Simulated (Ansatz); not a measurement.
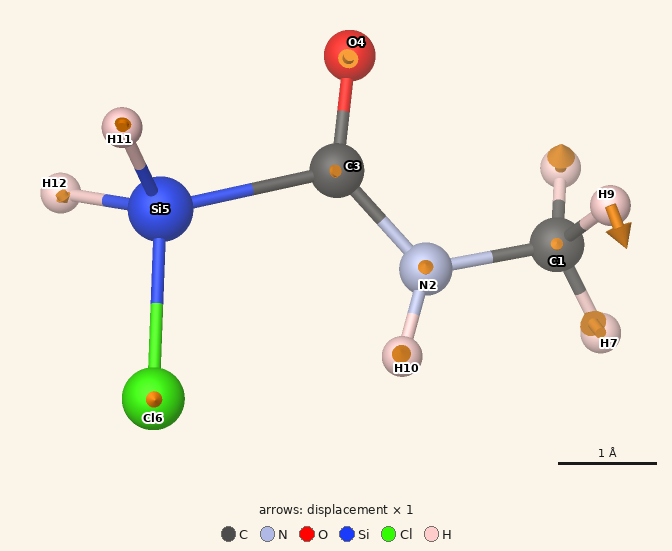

A relaxation of C2H6ClNOSi. The starting structure is drawn; orange arrows show the displacements, at their true length. The two geometries are superimposed by the best rigid fit.

Style: ball-and-stick. Shown at a tilt.

The run prepares an end point of a later path (hydrogen shift) calculation, from a guessed geometry.

Computed with RKS PBE0-D4/def2-SVP in Ansatz 0.2.0.

Input
```yaml
crystal:
  periodic: [false, false, false]
  atoms:
    - { symbol: C, position_ang: [-1.5288, -1.2766, 0.625] }
    - { symbol: "N", position_ang: [-0.5072, -0.6046, -0.1141] }
    - { symbol: C, position_ang: [0.2503, 0.3781, 0.4557] }
    - { symbol: O, position_ang: [0.2636, 0.7458, 1.6342] }
    - { symbol: Si, position_ang: [1.6176, 1.2611, -0.5982] }
    - { symbol: Cl, position_ang: [1.4417, 0.6433, -2.5356] }
    - { symbol: H, position_ang: [-1.7744, -2.1883, 0.144] }
    - { symbol: H, position_ang: [-1.2553, -1.37, 1.6508] }
    - { symbol: H, position_ang: [-2.4515, -0.5656, 0.6087] }
    - { symbol: H, position_ang: [-0.4304, -0.7637, -1.0898] }
    - { symbol: H, position_ang: [1.4263, 2.7473, -0.5996] }
    - { symbol: H, position_ang: [3.0248, 0.9379, -0.147] }
basis:
  gaussian: { orbitals: def2-SVP }
hamiltonian:
  xc: pbe0
  dispersion: d4
relax:
  f_tol: 0.02
  max_steps: 50
```

Command:
```bash
ansatz run input.yaml --threads 2 --pin off --max-ram 3072MiB --backend cpu --events-out ev --progress --plain --runs-dir out
```

> What did the optimiser do to the structure, and how much energy did it gain?

The largest move after the best rigid fit is that of H9, 0.48 Å. By element the largest moves are H 0.48 Å, O 0.22 Å, Cl 0.14 Å, N 0.13 Å, C 0.09 Å, Si 0.03 Å. Some distances before and after: C1–H9 1.165 → 1.102 Å, Si5–Cl6 2.041 → 2.088 Å, C1–H7 1.060 → 1.102 Å, C1–H8 1.066 → 1.098 Å. Among the angles between lasting bonds that change: H7–C1–H8 114.9° → 108.9°, N2–C1–H9 105.8° → 111.6°, C3–Si5–H12 113.4° → 109.1°. Groups turn about C1–N2 by about 35°. Over 15 accepted moves (17 points after the start) the energy falls by 29.0 kJ/mol. The largest force component goes from 3 to 0.015 eV/Å. The line search rejected the trial steps at points 8, 10 of the run.
